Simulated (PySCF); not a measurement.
# HfH3: doublet, from a trigonal pyramidal start

Where does doublet HfH3 go from a trigonal pyramidal start, is the end point a minimum, and what are its modes, charges and moments?

Computed with PySCF 2.14.0. Level: PBE0, basis Hf def2-TZVP with ECP60, H def2-TZVP, scalar-relativistic core potentials, no spin–orbit coupling, density fitting.

## 1. Starting geometry

4 atoms, charge 0, spin multiplicity 2.

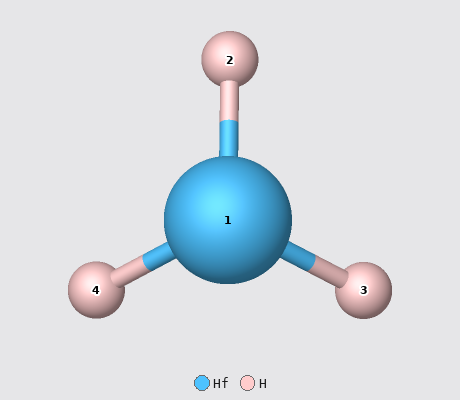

As it starts; hafnium blue, hydrogen pink; atoms are numbered from 1 in the order of the file.

Coordinates in bohr (charge 0 multiplicity 2):
```
Hf    0.0000    0.0000    0.0000
H     3.0700    0.0000    1.6323
H    -1.5350    2.6588    1.6323
H    -1.5350   -2.6588    1.6323
```

## 2. The SCF at the typed geometry

The steps below are one call of a driver around PySCF. For each, scf.py gives the equivalent set-up of the SCF; relaxations use the driver's own optimiser. After this first run the driver tries any further starts and a stability analysis.

Input file scf.py:

```python
from pyscf import gto, scf, dft
mol = gto.M(atom='''
Hf     0.000000     0.000000     0.000000
H      1.624600     0.000000     0.863800
H     -0.812300     1.407000     0.863800
H     -0.812300    -1.407000     0.863800''',
    basis={'Hf': 'def2-TZVP', 'H': 'def2-TZVP'},
    ecp={'Hf': 'def2-TZVP'},
    charge=0, spin=1)
mf = dft.UKS(mol, xc='PBE0')
mf.grids.atom_grid = (50, 194)
aux = {'Hf': 'def2-universal-JKFIT', 'H': 'def2-universal-JKFIT'}
mf = mf.density_fit(auxbasis=aux)
mf.conv_tol = 1e-08
mf.diis_space = 10
mf.max_cycle = 60
mf.init_guess = 'minao'
mf.verbose = 4
mf.kernel()
```

Run with:

```sh
$ OMP_NUM_THREADS=2 python axn.py task.json out
```

The log of the run:

```text
init E= -31.554439439188
[... the frontier-level lines of each cycle are left out ...]
cycle= 1 E= -49.5798633615813  delta_E=  -18  |g|= 0.333  |ddm|= 3.45
cycle= 2 E= -49.6044211506802  delta_E= -0.0246  |g|= 0.256  |ddm|= 0.852
cycle= 3 E= -49.6429759470501  delta_E= -0.0386  |g|= 0.0296  |ddm|= 0.357
cycle= 4 E= -49.6439999707223  delta_E= -0.00102  |g|= 0.0159  |ddm|= 0.0707
cycle= 5 E= -49.6443404010791  delta_E= -0.00034  |g|= 0.00547  |ddm|= 0.027
cycle= 6 E= -49.6446274011404  delta_E= -0.000287  |g|= 0.00314  |ddm|= 0.0413
cycle= 7 E= -49.6447431250391  delta_E= -0.000116  |g|= 0.0013  |ddm|= 0.0358
cycle= 8 E= -49.6447551487885  delta_E= -1.2e-05  |g|= 0.000603  |ddm|= 0.0115
cycle= 9 E= -49.644756550373  delta_E= -1.4e-06  |g|= 0.00012  |ddm|= 0.00419
cycle= 10 E= -49.6447566176039  delta_E= -6.72e-08  |g|= 4.27e-05  |ddm|= 0.000899
cycle= 11 E= -49.6447566230621  delta_E= -5.46e-09  |g|= 7.78e-06  |ddm|= 0.000206
Extra cycle  E= -49.6447566232248  delta_E= -1.63e-10  |g|= 4.01e-06  |ddm|= 2.31e-05
converged SCF energy = -49.6447566232248  <S^2> = 0.75699901  2S+1 = 2.0069868
```

This step, with its further starts and checks, needed 6.3 s of wall time on 2 threads of Arm Neoverse V1, shared host.

Energies from each starting density:

```csv
start,energy (Eh)
the minimal-basis guess,-49.644757
a thermally smeared density,-49.664579
a smeared PBE density,-49.664579
```

The first run landed in a state that is too high. Following the other starts and the instabilities gains 52.0 kJ/mol (-49.66458 Eh), and the work goes on from there.

## 3. Relaxation: trigonal pyramidal start, doublet

The program finds C3v symmetry in the start, which this walk keeps. Threshold on the gradient: 0.0003 Eh/bohr, with a further test on the energy change.

scf.py, as its differences from that of step 2:

```diff
@@ -3,4 +3,4 @@
-Hf     0.000000     0.000000     0.000000
-H      1.624600     0.000000     0.863800
-H     -0.812300     1.407000     0.863800
-H     -0.812300    -1.407000     0.863800''',
+Hf    -0.000000     0.000000    -0.014274
+H      1.624632    -0.000000     0.849526
+H     -0.812316     1.406972     0.849526
+H     -0.812316    -1.406972     0.849526''',
@@ -17 +16,0 @@
-mf.init_guess = 'minao'
```

Steps of the walk:

```csv
step,energy (Eh),change (kJ/mol),largest symmetric gradient (Eh/bohr)
0,-49.664579,0.00,0.02328
1,-49.671044,-16.97,0.01591
2,-49.675771,-29.38,0.01026
3,-49.676621,-31.62,0.00748
4,-49.677143,-32.98,0.00454
5,-49.677501,-33.92,0.00154
6,-49.677565,-34.10,0.00050
7,-49.677581,-34.14,0.00016
8,-49.677583,-34.14,0.00005
```

The walk took 9.3 s.

Positions (Å) and forces (eV/Å) along the way:

```
step 0
Hf   0.000   0.000  -0.014   0.003   0.000   1.197
H    1.625   0.000   0.850   0.251   0.000  -0.399
H   -0.812   1.407   0.850  -0.127   0.219  -0.399
H   -0.812  -1.407   0.850  -0.127  -0.219  -0.399
step 1
Hf   0.000   0.000   0.087  -0.001   0.000   0.818
H    1.695   0.000   0.816   0.133   0.000  -0.271
H   -0.848   1.468   0.816  -0.066   0.117  -0.273
H   -0.848  -1.468   0.816  -0.066  -0.117  -0.273
step 4
Hf   0.000   0.000   0.356   0.002   0.000   0.233
H    1.838   0.000   0.726  -0.183   0.000  -0.078
H   -0.919   1.592   0.726   0.090  -0.157  -0.078
H   -0.919  -1.592   0.726   0.090   0.157  -0.078
step 8
Hf   0.000   0.000   0.465   0.001   0.000   0.002
H    1.847   0.000   0.690  -0.003   0.000  -0.001
H   -0.923   1.599   0.690   0.001  -0.001  -0.001
H   -0.923  -1.599   0.690   0.001   0.001  -0.001
```

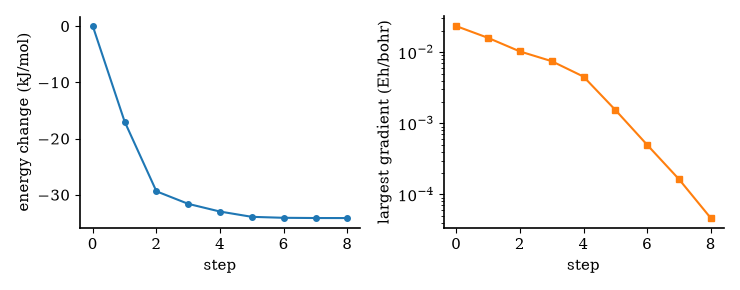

How energy and gradient fall.

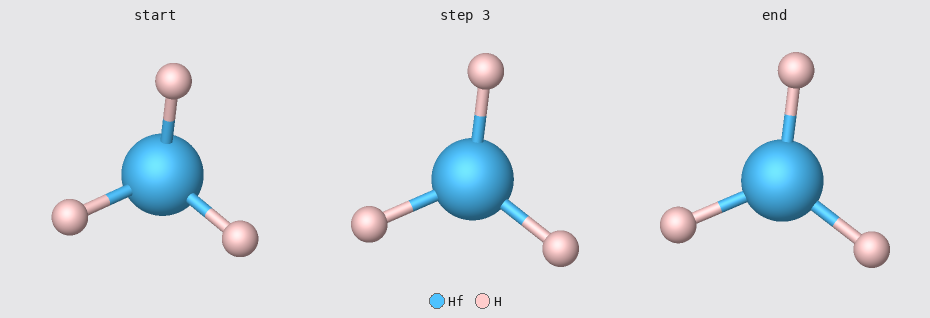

The geometry along the walk, at one scale.

After 8 steps and 34.1 kJ/mol it ends at C3v: Hf–H 1.860 Å (×3); H–Hf–H 118.6° (×3).

## 4. Vibrations and properties at this point

The point is checked on the finer grid, and tightened if its gradient asks for it. The Hessian and the dipole derivatives come from central differences of analytic gradients, with steps of 0.02 bohr.

scf.py, as its differences from that of step 3:

```diff
@@ -3,4 +3,4 @@
-Hf    -0.000000     0.000000    -0.014274
-H      1.624632    -0.000000     0.849526
-H     -0.812316     1.406972     0.849526
-H     -0.812316    -1.406972     0.849526''',
+Hf     0.000000     0.000000    -0.000791
+H      1.846905    -0.000000     0.220022
+H     -0.923453     1.599467     0.220022
+H     -0.923453    -1.599467     0.220022''',
@@ -11 +11 @@
-mf.grids.atom_grid = (50, 194)
+mf.grids.atom_grid = (75, 302)
@@ -14 +14 @@
-mf.conv_tol = 1e-08
+mf.conv_tol = 1e-10
```

This SCF starts from the last density.

SCF at the final geometry:

```text
init E= -49.6776234102944
[... the frontier-level lines of each cycle are left out ...]
cycle= 1 E= -49.6776234102947  delta_E= -2.84e-13  |g|= 1.26e-06  |ddm|= 3.39e-06
Extra cycle  E= -49.677623410295  delta_E= -3.62e-13  |g|= 1.16e-06  |ddm|= 2.8e-06
converged SCF energy = -49.677623410295  <S^2> = 0.75136823  2S+1 = 2.0013678
```

The whole step took 18 s.

Geometry: C3v; Hf–H 1.860 Å (×3); H–Hf–H 118.6° (×3).

Modes, for the most abundant isotopes:

```json
{"symmetry": "a1", "ω (cm⁻¹)": "181", "IR (km/mol)": "147", "μ (u)": "1.02"}
{"symmetry": "e", "ω (cm⁻¹)": "663", "IR (km/mol)": "95.4", "μ (u)": "1.01"}
{"symmetry": "e", "ω (cm⁻¹)": "1669", "IR (km/mol)": "1093", "μ (u)": "1.02"}
{"symmetry": "a1", "ω (cm⁻¹)": "1712", "IR (km/mol)": "14.5", "μ (u)": "1.01"}
```

Every mode is real; the point is a minimum.

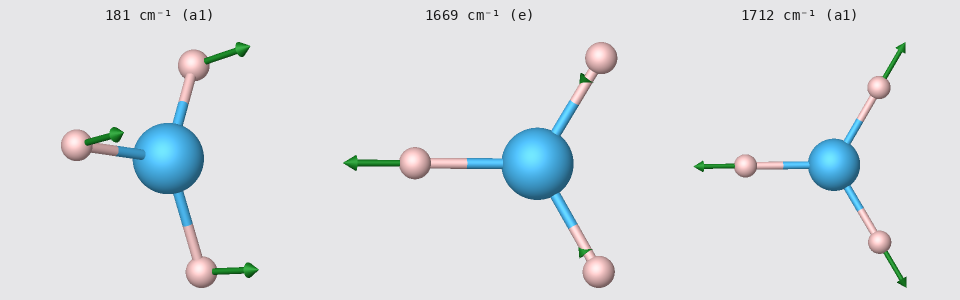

How the atoms move in 3 of the modes.

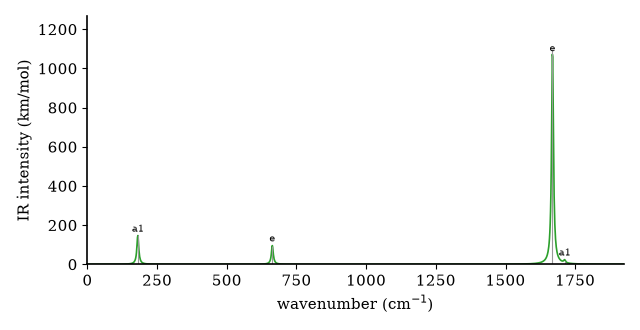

The harmonic infrared spectrum (widths in cm⁻¹). Lines are broadened to a width of 8 cm⁻¹ (Lorentzian).

Constants and moments:

- Dipole moment: 0.75 D
- Highest occupied level: -5.46 eV
- Lowest empty level: -1.98 eV
- Rotational constants: 3.18, 3.18, 1.635 cm⁻¹
- Zero-point energy: 39.2 kJ/mol
- Principal polarisabilities: 48.7, 48.7, 70.8 bohr³
- Atomisation energy without zero-point energy: 871 kJ/mol
- Principal traceless quadrupole moments about the centre of mass: -2.94, -2.94, 5.88 D Å
- Entropy at 298.15 K and 1 bar (electronic part: spin only): 255.3 J/(mol K)
- Heat capacity Cp at 298.15 K: 49.1 J/(mol K)
- Enthalpy at 298.15 K above 0 K: 12.16 kJ/mol
- Rotational symmetry number: 3
- Spin squared ⟨S²⟩: 0.751

Populations by atom (charges in e):

```
  atom  Mulliken  Löwdin  polar tensor  spin (Mulliken)  Mayer order to Hf1
   Hf1      0.56    0.53          1.05             1.05                   –
H2,3,4     -0.19   -0.18         -0.35            -0.02                0.95
```

Mulliken populations on Hf1 (outside its core potential): s 2.97, p 6.44, d 2.00, f 0.03.

## 5. Summary of results

```
                                          quantity                                   value
                                           minimum                            doublet, C3v
                                          geometry   Hf–H 1.860 Å (×3); H–Hf–H 118.6° (×3)
                                wavenumbers (cm⁻¹)  181 (a1), 663 (e), 1669 (e), 1712 (a1)
                                     dipole moment                                  0.75 D
highest occupied, lowest empty level (either spin)                         -5.46, -1.98 eV
                        polar-tensor charge of Hf1                                 +1.05 e
                                 zero-point energy                             39.2 kJ/mol
                               entropy at 298.15 K                         255.3 J/(mol K)
         atomisation energy (no zero-point energy)                              871 kJ/mol
                                              ⟨S²⟩                                   0.751
```

What this shows: The molecule stays C3v, as typed, and the end point is a minimum. The strongest infrared band lies at 1669 cm⁻¹ (e, stretch). Most of the spin sits on Hf1 (Mulliken spin 1.05, against 1 for the whole molecule). The first SCF alone would have been 52 kJ/mol too high. Other starts or spin states, not run here, may lie lower. One determinant may miss the lowest occupation of an open d or f shell. Spin–orbit coupling, left out here, can matter for elements this heavy.

The search up to here took 33 s.
